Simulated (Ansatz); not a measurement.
# HNOSi (SMILES N=[Si][O-]) (charge −1, doublet): what the fields show

Input file:

```
crystal:
  periodic: [false, false, false]
  atoms:
    - {symbol: N, position_ang: [-0.478456, -0.607883, -2.072728]}
    - {symbol: O, position_ang: [2.332502, -1.520304, -2.764233]}
    - {symbol: Si, position_ang: [1.169252, -0.644802, -2.151398]}
    - {symbol: H, position_ang: [-0.932823, -1.382722, -2.565927]}
basis:
  gaussian:
    orbitals: def2-TZVPD
total_charge: -1
magnetization:
  spin_polarized: true
  initial_magnetization: 1
hamiltonian:
  xc: {name: PBE0}
output:
  forces: true
  orbitals: {seedname: orbitals}
```

Command:

```sh
ansatz run input.yaml --threads 1 --pin off --max-ram 2610MiB --events-out events.jsonl --progress --plain --runs-dir runs
```

Geometry: PBE0-D3(BJ)/def2-SVPD.

Method: Ansatz 0.2.0, isolated molecule in a Gaussian basis; Kohn-Sham density functional theory, functional PBE0.

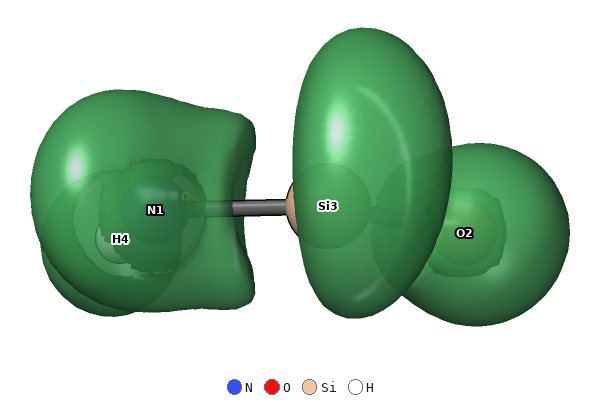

Figure 1. Isosurface of the electron localisation function at 0.75 (green), seen from one side. Only the valence region is drawn (cores and ρ < 0.01 e/Å³ removed).

**Describe the localisation domains.**

At this value the surface marks out one lobe on Si, pointing away from the bonds (non-bonding electrons), one region wrapped around O (its lone pairs, merged into a ring or cap) and one joined region spread over several atoms (H, N), in which their bonds and any lone pairs are merged.


Si–O (1.58 Å): the ELF peaks at about 0.85 between the atoms: a short, strongly polar bond. Si–N (1.65 Å): the ELF peaks at about 0.90 between the atoms (a short, strongly polar bond).

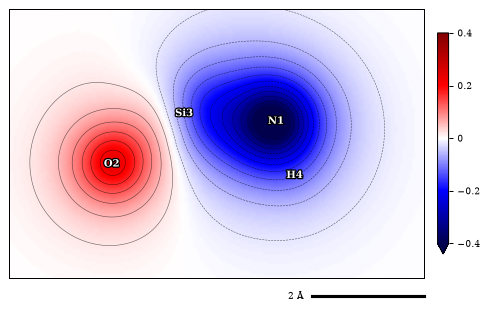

Figure 2. The HOMO (β) on a plane 0.8 Å above the molecular plane (values in Å⁻³ᐟ²; the overall sign is arbitrary).

**Where does this orbital lie, and at what energy?**

It lies mainly on N1 (about 60 %), Si3 (about 20 %) and O2 (about 15 %); it changes sign across the molecular plane (π type); π-bonding across N1–Si3; π-antibonding (a node) across O2–Si3. Its energy is −1.69 eV.

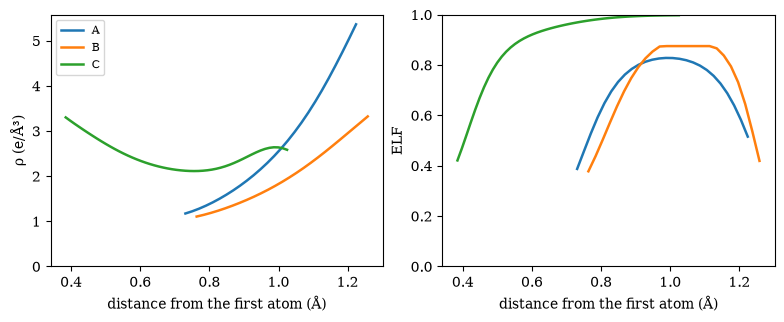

Figure 3. Total electron density and ELF along straight lines between neighbouring atoms. The curves leave out the atomic cores.

**Which curve belongs to which contact (N–H, Si–N and Si–O)? The first atom named is at distance zero.**

Curve A: Si–O (1.58 Å): ρ is about 1.3 e/Å³ halfway; the ELF peaks at about 0.85 between the atoms, as expected for a polar covalent bond. Curve B: Si–N (1.65 Å): ρ is about 1.2 e/Å³ halfway; the ELF peaks at about 0.90 between the atoms; a short, strongly polar bond. Curve C: N–H (1.02 Å): the density is about 2.7 e/Å³ at the midpoint; the ELF climbs to about 1 towards the hydrogen, as it does in any bond to H (an ordinary covalent bond to hydrogen).
